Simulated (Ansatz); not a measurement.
**SiNH5 (SMILES [SiH3]N): levels of theory compared**

Aim: a comparison of 5 runs (HF/def2-SVP, B3LYP/6-31G, B3LYP/6-31G*, MP2/pcseg-2, CCSD(T)/cc-pVDZ) of SiNH5. 

The results are computed with Ansatz 0.2.0.

8 further runs of the same task are left out: 2 that didn't finish, 6 set aside as unsound or not needed. Runs told in other sessions of the task aren't counted.

## Step 1: The molecule

The species is SiNH5 (7 atoms), meant as a singlet with charge 0. As SMILES, `[SiH3]N`. The shape is that of a PBE0-D4/def2-TZVP optimisation.

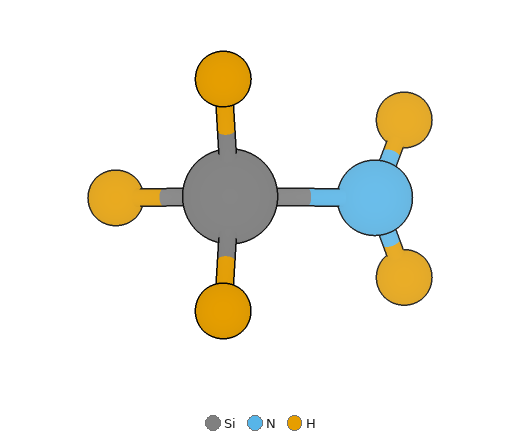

The structure, seen from a chosen angle (silicon grey, nitrogen blue, hydrogen amber).

## Step 2: Energy and forces at HF/def2-SVP (run 1)

Contents of job.yaml:

```yaml
crystal:
  periodic: [false, false, false]
  atoms:
    - {symbol: Si, position_ang: [-0.413010, -0.292700, -0.422350]}
    - {symbol: N, position_ang: [0.611760, 0.348670, 0.801280]}
    - {symbol: H, position_ang: [-0.018320, -1.706330, -0.653330]}
    - {symbol: H, position_ang: [-1.813170, -0.217090, 0.068940]}
    - {symbol: H, position_ang: [-0.367930, 0.402730, -1.743970]}
    - {symbol: H, position_ang: [0.391580, 1.238230, 1.219480]}
    - {symbol: H, position_ang: [1.609100, 0.226510, 0.729930]}
basis:
  gaussian:
    orbitals: def2-SVP
hamiltonian:
  xc: hf
accuracy: high
output: {forces: true, orbitals: {seedname: orbitals}}
```

Started as:

```sh
$ ansatz run job.yaml --threads 1 --pin off --max-ram 3480MiB --events-out events.jsonl --progress --plain --runs-dir runs
```

What it wrote:

```text
Warning: RAYON_NUM_THREADS=1 ignored (pool sized by the plan → 1); use --threads N
Functional definition: HF
  name "HF"
  exchange = exact_x
  correlation = 0
1273 factors; integrals over basis functions are off by at most 3.5e-9 eV
mean field evaluation 1: about -9417.9781 eV, gradient 2.8e1 eV
mean field evaluation 2: about -9417.9826 eV, gradient 2.8e1 eV
mean field evaluation 4: about -9419.8559 eV, gradient 2.2e0 eV
mean field evaluation 8: about -9419.8743 eV, gradient 2.2e-4 eV
mean field -9419.87430249 eV, -346.1739955962 hartree, gradient 9.7e-9 eV, S^2 0.000000; 0 other end points of the search recorded, 0 dependent functions left out
the calculation of the forces begins
reference -9419.87430249 eV, -346.1739955962 hartree; 13, 13 occupied and 44, 44 virtual orbitals, 1273 factors
Total energy: -9419.87430249 eV, -346.1739955962 hartree
Atom 0 at    -0.413010    -0.292700    -0.422350 Å, force    -0.191903    -0.169959    -0.124728 eV/Å
Atom 1 at     0.611760     0.348670     0.801280 Å, force     0.325839     0.332757     0.121109 eV/Å
Atom 2 at    -0.018320    -1.706330    -0.653330 Å, force    -0.042941     0.077138    -0.023326 eV/Å
Atom 3 at    -1.813170    -0.217090     0.068940 Å, force     0.062732    -0.010362    -0.065864 eV/Å
Atom 4 at    -0.367930     0.402730    -1.743970 Å, force     0.008576    -0.038374     0.100050 eV/Å
Atom 5 at     0.391580     1.238230     1.219480 Å, force     0.092499    -0.239922    -0.073417 eV/Å
Atom 6 at     1.609100     0.226510     0.729930 Å, force    -0.254801     0.048723     0.066175 eV/Å
Dipole moment:     0.193198     0.209867     0.046744 e Å
```

Run time: 0.98 s. Hardware: 1 thread of Arm Neoverse V2, shared host.

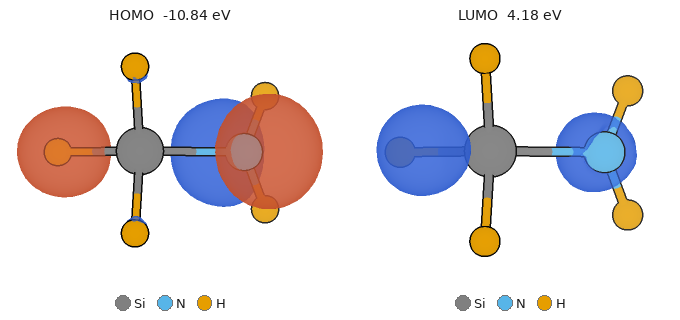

Frontier orbitals of this run, surfaces at ±0.2 Å^-3/2.

## Step 3: Energy and gradient at B3LYP/6-31G (run 2)

Contents of run.yaml:

```yaml
crystal:
  periodic: [false, false, false]
  atoms:
    - symbol: Si
      position_ang: [-0.413010, -0.292700, -0.422350]
    - symbol: N
      position_ang: [0.611760, 0.348670, 0.801280]
    - symbol: H
      position_ang: [-0.018320, -1.706330, -0.653330]
    - symbol: H
      position_ang: [-1.813170, -0.217090, 0.068940]
    - symbol: H
      position_ang: [-0.367930, 0.402730, -1.743970]
    - symbol: H
      position_ang: [0.391580, 1.238230, 1.219480]
    - symbol: H
      position_ang: [1.609100, 0.226510, 0.729930]
basis:
  gaussian:
    orbitals: 6-31G
hamiltonian:
  xc: {name: B3LYP}
accuracy: high
output: {forces: true, orbitals: {seedname: orbitals}}
```

Started as:

```sh
$ ansatz run run.yaml --threads 1 --pin off --max-ram 3480MiB --events-out events.jsonl --progress --plain --runs-dir runs
```

What it wrote:

```text
Warning: RAYON_NUM_THREADS=1 ignored (pool sized by the plan → 1); use --threads N
Functional definition: B3LYP
  name "B3LYP"
  parameter a0 = 0.2
  parameter ax = 0.72
  parameter ac = 0.81
  exchange = (1 - a0 - ax)*slater_x + ax*b88_x + a0*exact_x
  correlation = (1 - ac)*vwn_rpa_c + ac*lyp_c
812 factors; integrals over basis functions are off by at most 3.8e-9 eV
mean field evaluation 1: about -9442.3925 eV, gradient 5.3e1 eV
mean field evaluation 2: about -9432.2955 eV, gradient 8.1e1 eV
mean field evaluation 4: about -9447.9433 eV, gradient 4.8e-1 eV
mean field evaluation 8: about -9447.9387 eV, gradient 2.7e-3 eV
mean field evaluation 16: about -9447.9387 eV, gradient 2.6e-8 eV
mean field -9447.93868446 eV, -347.2053426111 hartree, gradient 2.6e-8 eV, S^2 0.000000; 0 other end points of the search recorded, 0 dependent functions left out
the calculation of the forces begins
reference -9447.93871964 eV, -347.2053439039 hartree; 13, 13 occupied and 19, 19 virtual orbitals, 812 factors
Total energy: -9447.93871964 eV, -347.2053439039 hartree
Atom 0 at    -0.413010    -0.292700    -0.422350 Å, force    -0.832611    -0.639831    -0.746768 eV/Å
Atom 1 at     0.611760     0.348670     0.801280 Å, force     1.012760     0.939666     0.575087 eV/Å
Atom 2 at    -0.018320    -1.706330    -0.653330 Å, force     0.042351    -0.282146    -0.081508 eV/Å
Atom 3 at    -1.813170    -0.217090     0.068940 Å, force    -0.291806    -0.004906     0.052858 eV/Å
Atom 4 at    -0.367930     0.402730    -1.743970 Å, force    -0.020037     0.142646    -0.344280 eV/Å
Atom 5 at     0.391580     1.238230     1.219480 Å, force    -0.136506     0.072785     0.345124 eV/Å
Atom 6 at     1.609100     0.226510     0.729930 Å, force     0.225849    -0.228214     0.199488 eV/Å
Dipole moment:     0.179699     0.221841    -0.011635 e Å
```

Wall time 2.2 s (1 thread of Arm Neoverse V2, shared host).

## Step 4: Energy and forces at B3LYP/6-31G(d) (spherical functions) (run 3)

Contents of in.yaml:

```yaml
crystal:
  periodic: [false, false, false]
  atoms:
    - symbol: Si
      position_ang: [-0.413010, -0.292700, -0.422350]
    - symbol: N
      position_ang: [0.611760, 0.348670, 0.801280]
    - symbol: H
      position_ang: [-0.018320, -1.706330, -0.653330]
    - symbol: H
      position_ang: [-1.813170, -0.217090, 0.068940]
    - symbol: H
      position_ang: [-0.367930, 0.402730, -1.743970]
    - symbol: H
      position_ang: [0.391580, 1.238230, 1.219480]
    - symbol: H
      position_ang: [1.609100, 0.226510, 0.729930]
basis:
  gaussian:
    orbitals: 6-31G_st_-spherical.json
hamiltonian:
  xc: {name: B3LYP}
accuracy: high
output: {forces: true, orbitals: {seedname: orbitals}}
```

The basis set 6-31G* is read from a file made from the Basis Set Exchange's data (not shown).

Started as:

```sh
$ ansatz run in.yaml --threads 1 --pin off --max-ram 3480MiB --events-out events.jsonl --progress --plain --runs-dir runs
```

What it wrote:

```text
Warning: RAYON_NUM_THREADS=1 ignored (pool sized by the plan → 1); use --threads N
[... 7 set-up lines as earlier in the session ...]
957 factors; integrals over basis functions are off by at most 3.5e-9 eV
mean field evaluation 1: about -9443.9549 eV, gradient 5.2e1 eV
mean field evaluation 2: about -9435.4180 eV, gradient 7.8e1 eV
mean field evaluation 4: about -9449.3901 eV, gradient 9.7e-1 eV
mean field evaluation 8: about -9449.3896 eV, gradient 2.9e-3 eV
mean field evaluation 16: about -9449.3896 eV, gradient 3.3e-8 eV
mean field -9449.38958822 eV, -347.2586623407 hartree, gradient 7.9e-9 eV, S^2 0.000000; 0 other end points of the search recorded, 0 dependent functions left out
the calculation of the forces begins
reference -9449.38962403 eV, -347.2586636569 hartree; 13, 13 occupied and 29, 29 virtual orbitals, 957 factors
Total energy: -9449.38962403 eV, -347.2586636569 hartree
Atom 0 at    -0.413010    -0.292700    -0.422350 Å, force    -0.178232    -0.091482    -0.252444 eV/Å
Atom 1 at     0.611760     0.348670     0.801280 Å, force     0.057275    -0.055017     0.254232 eV/Å
Atom 2 at    -0.018320    -1.706330    -0.653330 Å, force    -0.006272    -0.031077    -0.017648 eV/Å
Atom 3 at    -1.813170    -0.217090     0.068940 Å, force    -0.034878    -0.007264    -0.006217 eV/Å
Atom 4 at    -0.367930     0.402730    -1.743970 Å, force    -0.042900    -0.014984    -0.076049 eV/Å
Atom 5 at     0.391580     1.238230     1.219480 Å, force    -0.043737     0.221428     0.107885 eV/Å
Atom 6 at     1.609100     0.226510     0.729930 Å, force     0.248744    -0.021604    -0.009759 eV/Å
Dipole moment:     0.200878     0.214661     0.055939 e Å
```

Wall time 2.6 s (1 thread of Arm Neoverse V2, shared host).

Run 4 isn't shown in full; the table further down has it.

## Step 5: Energy and forces at CCSD(T)/cc-pVDZ (run 5)

Contents of molecule.yaml:

```yaml
basis:
  gaussian: {orbitals: cc-pVDZ}
crystal:
  periodic: [false, false, false]
  atoms:
    - symbol: Si
      position_ang: [-0.413010, -0.292700, -0.422350]
    - symbol: "N"
      position_ang: [0.611760, 0.348670, 0.801280]
    - symbol: H
      position_ang: [-0.018320, -1.706330, -0.653330]
    - symbol: H
      position_ang: [-1.813170, -0.217090, 0.068940]
    - symbol: H
      position_ang: [-0.367930, 0.402730, -1.743970]
    - symbol: H
      position_ang: [0.391580, 1.238230, 1.219480]
    - symbol: H
      position_ang: [1.609100, 0.226510, 0.729930]
output: {forces: true, orbitals: {seedname: orbitals}}
accuracy: high
scf: {omitted_lower_state_checks: [cluster_reference, increment]}
correlation: {method: ccsd_t, frozen_orbitals: {H: 0, "N": 1, Si: 5}}
```

Started as:

```sh
$ ansatz run molecule.yaml --threads 1 --pin off --max-ram 3480MiB --events-out events.jsonl --progress --plain --runs-dir runs
```

What it wrote:

```text
Warning: RAYON_NUM_THREADS=1 ignored (pool sized by the plan → 1); use --threads N
[... 11 lines left out ...]
6 core orbitals not correlated: weight in the atoms' cores, before any rotation towards them, 1.000 or more for the frozen orbitals, at most 0.000 for the correlated occupied ones
[... 23 lines left out ...]
Total energy: -9432.26027691 eV, -346.6291717608 hartree
[... 7 lines left out ...]
Dipole moment:     0.201471     0.202368     0.082805 e Å
Checks for a lower state left out: cluster_reference, increment
```

It took 8.1 s on 1 thread of Arm Neoverse V2, shared host; peak memory 0.28 GiB.

## Step 6: All runs side by side

| run | level | frozen core orbitals | energy (Eh) | dipole moment (D) | HOMO energy (eV) | LUMO energy (eV) | wall time |
| --- | --- | --- | --- | --- | --- | --- | --- |
| 1 | HF/def2-SVP | – | -346.173996 | 1.39 | -10.84 | 4.18 | 0.98 s |
| 2 | B3LYP/6-31G | – | -347.205344 | 1.37 | -6.61 | 0.69 | 2.2 s |
| 3 | B3LYP/6-31G* (spherical functions) | – | -347.258664 | 1.44 | -6.82 | 0.72 | 2.6 s |
| 4 | MP2/pcseg-2 | 6 | -346.693126 | 1.26 | -10.94 | 2.54 | 15 s |
| 5 | CCSD(T)/cc-pVDZ | 6 | -346.629172 | 1.43 | -10.75 | 4.18 | 8.1 s |

## Step 7: Summary of results

| quantity | value |
| --- | --- |
| run 5: total energy | -346.62917 Eh |
| run 5: dipole moment (correlated density) | 1.43 D |
| run 5: HOMO energy (Hartree–Fock orbitals) | -10.75 eV |
| run 5: LUMO energy (Hartree–Fock orbitals) | 4.18 eV |
| run 5: HOMO–LUMO gap (Hartree–Fock orbitals) | 14.93 eV |
| run 5: correlation energy (6 core orbitals frozen) | -323.7 mEh |
| run 5: (T) correction | -6.79 mEh |
| run 5: T1 diagnostic | 0.010 |
| run 5: largest force on an atom | 0.719 eV/Å |

In words: The dipole moment (its size) runs from 1.26 D (MP2/pcseg-2) to 1.44 D (B3LYP/6-31G*). The two ends differ in method and basis. Over runs 1, 2, 3 the HOMO–LUMO gap runs from 7.30 eV (B3LYP/6-31G) to 15.02 eV (HF/def2-SVP). All runs together took 29 s, the longest 15 s.
